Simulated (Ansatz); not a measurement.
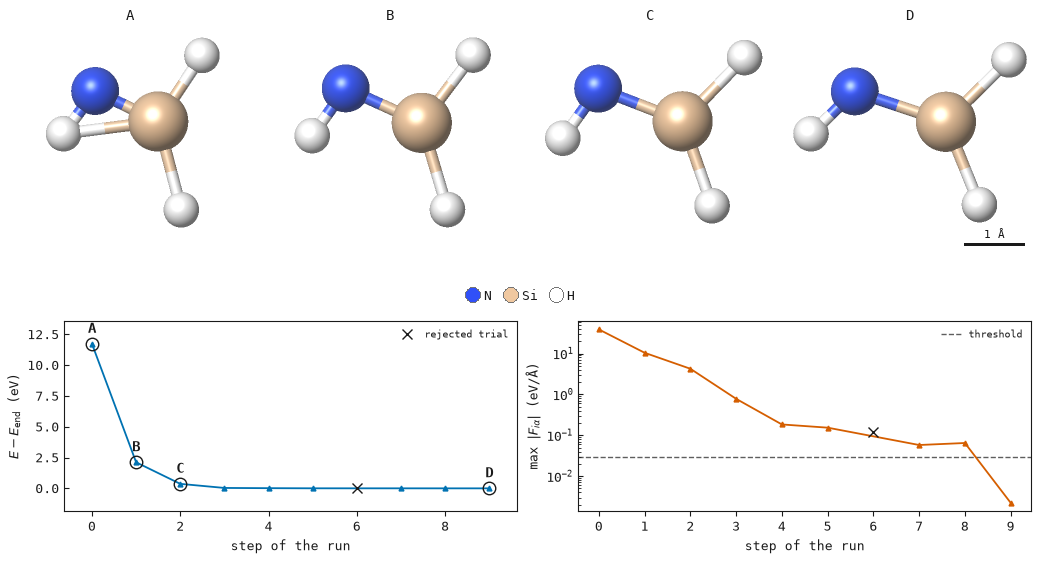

Frames of a relaxation of SiNH3, marked on the history of the run. Style: ball-and-stick. Shown face on.

It is one of the separated reactants of a reaction.

Method: RKS PBE-D4/def2-SVP (Ansatz).

Input file:
```yaml
crystal:
  periodic: [false, false, false]
  atoms:
    - {symbol: N, position_ang: [0.575296, -0.460541, 0.560218]}
    - {symbol: Si, position_ang: [-0.034761, 0.266455, -0.149174]}
    - {symbol: H, position_ang: [0.027095, -1.170524, 0.581538]}
    - {symbol: H, position_ang: [-1.394185, 0.072414, -0.853276]}
    - {symbol: H, position_ang: [0.826556, 1.292197, -0.139305]}
basis:
  gaussian: {orbitals: def2-SVP}
hamiltonian: {xc: pbe, dispersion: d4}
relax: {f_tol: 0.03, max_steps: 250}
```

Launched with:
```bash
ansatz run in.yaml --threads 2 --pin off --events-out ev --progress --plain --max-ram 4352MiB
```

> What happens along the run?

After 8 accepted moves (9 points after the start) the energy has fallen by 11.727 eV. Largest force component: 39 eV/Å at the start, 0.0022 eV/Å at the end. The line search rejected the trial step at point 6 of the run. The atom that moves furthest after the best rigid fit is H3 (0.55 Å). Largest moves by element: H 0.55 Å, N 0.34 Å, Si 0.13 Å. Near-neighbour distances that change, for instance: Si2–H3 1.613 → 2.292 Å, N1–Si2 1.185 → 1.626 Å, Si2–H5 1.339 → 1.494 Å, N1–H3 0.897 → 1.031 Å. Among the angles between lasting bonds that change: N1–Si2–H5 97.7° → 117.0°, H4–Si2–H5 131.8° → 112.5°, Si2–N1–H3 100.7° → 117.5°. Cost: 4.4 s on 2 threads of Arm Neoverse V2 (shared host). From step 0 to 1: H3 moves most (0.20 Å), energy −9.613 eV. From step 1 to 2: H5 moves most (0.20 Å), energy −1.750 eV. From step 2 to 9: H3 moves most (0.21 Å), energy −0.364 eV.
